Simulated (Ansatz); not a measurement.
H6OSi3 (SMILES O1[SiH2][SiH2][SiH2]1)

Input file:

```
basis:
  gaussian:
    orbitals: def2-TZVPD
crystal:
  periodic: [false, false, false]
  atoms:
    - {symbol: O, position_ang: [-0.776107, 0.217850, -0.708312]}
    - {symbol: Si, position_ang: [-1.359850, 1.517867, 0.219192]}
    - {symbol: Si, position_ang: [-1.176211, 0.174964, 2.166413]}
    - {symbol: Si, position_ang: [-0.460476, -1.110434, 0.305163]}
    - {symbol: H, position_ang: [-0.459289, 2.700751, 0.109911]}
    - {symbol: H, position_ang: [-2.728644, 1.915063, -0.217564]}
    - {symbol: H, position_ang: [-0.151167, 0.558998, 3.179812]}
    - {symbol: H, position_ang: [-2.438583, -0.234881, 2.847364]}
    - {symbol: H, position_ang: [0.977631, -1.498557, 0.247143]}
    - {symbol: H, position_ang: [-1.290804, -2.286998, -0.080037]}
output: {forces: true, orbitals: {seedname: orbitals}}
hamiltonian:
  xc: {name: PBE0}
```

Run with:

```sh
ansatz run input.yaml --threads 2 --pin off --max-ram 4350MiB --events-out events.jsonl --progress --plain --runs-dir runs
```

Geometry: B3LYP-D3(BJ)/def2-SVP.

All numbers below come from isolated molecule in a Gaussian basis; Kohn-Sham density functional theory, functional PBE0 (Ansatz).

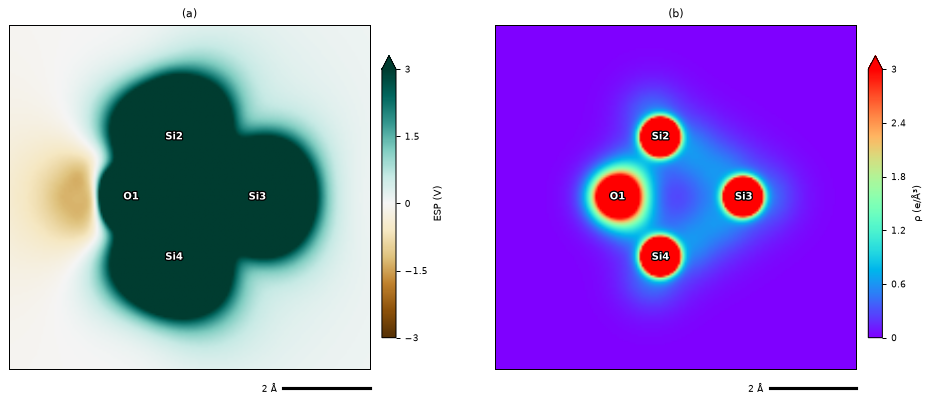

Figure 1. (a) electrostatic potential; (b) total electron density on the plane of atoms Si2, Si3 and Si4.

**What does the map show?**

The plane passes through O and Si nuclei.
Si–O (1.70 Å): the density is about 1.1 e/Å³ at the midpoint.
Si–Si (2.37 Å): ρ is about 0.59 e/Å³ halfway.
Outside the dense part of the molecule the potential is most negative (−1.4 V) near O1.

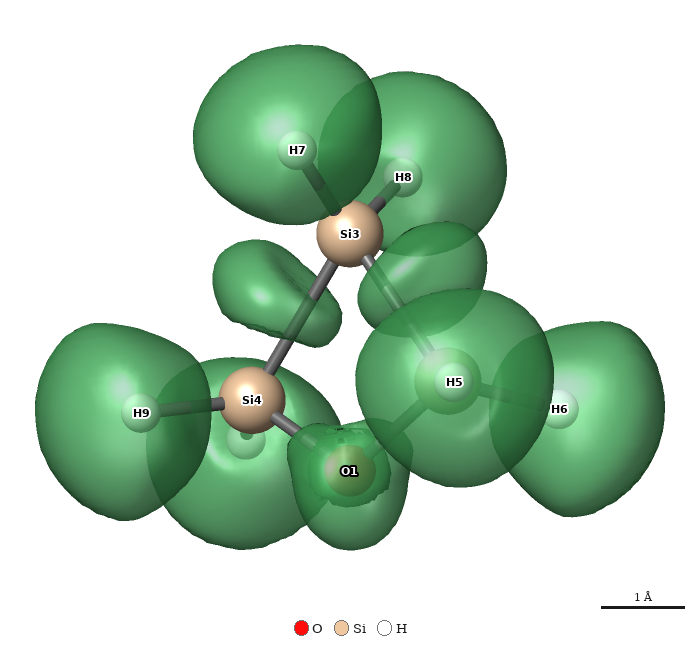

Figure 2. Isosurface of the electron localisation function at 0.8 (green), seen at a tilt. Core shells and regions of very low density are left out.

**Describe the localisation domains.**

The ELF exceeds this value in two regions between bonded Si–Si atoms (shared pairs), six regions around hydrogen nuclei and one region wrapped around O (its lone pairs, merged into a ring or cap). Profiles from the grid: Si–O (1.70 Å): the ELF peaks at about 0.85 between the atoms: a shared but strongly polarised pair. Si–Si (2.37 Å): the ELF peaks at about 0.95 between the atoms, as expected for a shared electron pair.

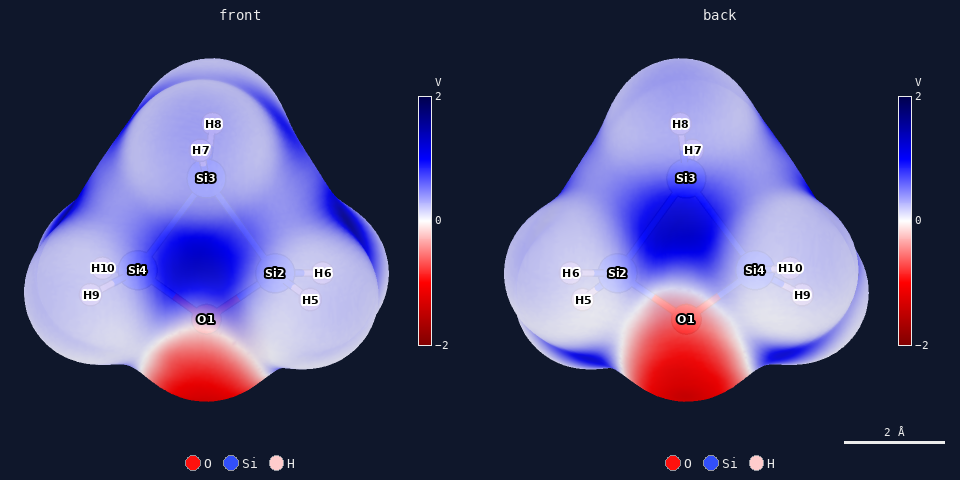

Figure 3. The molecular electrostatic potential painted on the density surface at 0.002 e/bohr³, seen from the front and from behind; red is negative and blue positive.

**Where is the surface potential most negative and most positive?**

The most negative region (about −1.2 V) lies over O1, the most positive (about +1.5 V) over Si2 and Si4. O1 is the likeliest acceptor of a hydrogen bond.
